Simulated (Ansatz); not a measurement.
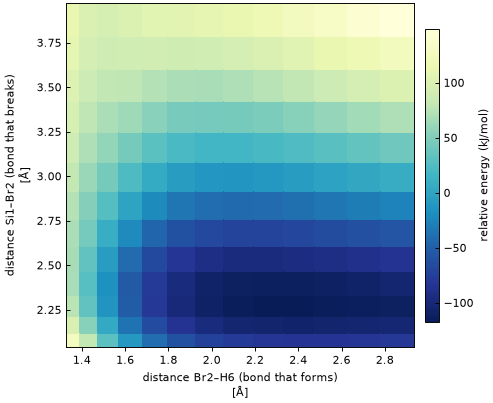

Energy landscape of the reacting system BrFH₄OSi (fragments BrH₃OSi + FH where the first distance is long, H₂OSi + BrH + FH where the second is long). The first coordinate is: distance Br2–H6 (bond that forms); the second: distance Si1–Br2 (bond that breaks). Relaxed at each point: all other coordinates. The grid has 13 × 13 points. Points are written as (first, second). Energies: kJ/mol, counted from a guessed transition structure relaxed with its forming and breaking bonds held. The reference is spin-restricted, so regions where a bond is pulled apart into radicals lie too high. Computed with RKS PBE-D4/def2-SVP in Ansatz 0.2.0.

In the figure: one coloured cell a grid point. 

Summarise what can be read from the map.

Answer. The lowest grid point is at (2.263 Å, 2.271 Å), −117 kJ/mol from a guessed transition structure relaxed with its forming and breaking bonds held. It is the only kind of minimum in the scanned range. The highest grid point, (2.859 Å, 3.879 Å), lies 266 kJ/mol above the lowest.

Grid values (kJ/mol):

```tsv
second ↓, first →	1.359	1.426	1.519	1.624	1.739	1.861	1.990	2.124	2.263	2.406	2.553	2.704	2.859
3.879	112	98	94	100	106	107	109	113	120	127	134	142	149
3.693	107	93	88	91	91	89	90	93	98	105	112	119	126
3.512	102	87	80	79	74	69	68	70	75	80	87	93	100
3.335	95	79	70	64	53	46	43	44	48	53	59	65	71
3.163	88	71	58	45	30	21	16	16	19	24	29	34	40
2.997	81	61	44	23	5	−6	−12	−13	−11	−7	−3	2	7
2.836	74	52	27	0	−21	−34	−41	−43	−42	−39	−35	−30	−26
2.682	69	43	9	−22	−45	−60	−68	−71	−71	−68	−65	−61	−57
2.535	67	33	−7	−41	−66	−82	−91	−95	−96	−94	−91	−88	−85
2.397	68	28	−17	−53	−79	−97	−107	−112	−113	−112	−110	−107	−104
2.271	77	33	−14	−52	−80	−99	−110	−115	−117	−117	−115	−113	−111
2.160	99	53	4	−36	−65	−85	−97	−103	−105	−106	−105	−103	−102
2.079	129	81	30	−10	−40	−60	−73	−80	−83	−83	−83	−82	−80
```

The whole map (169 points run) took 49 min on 1 thread of Arm Neoverse V1 (shared host).
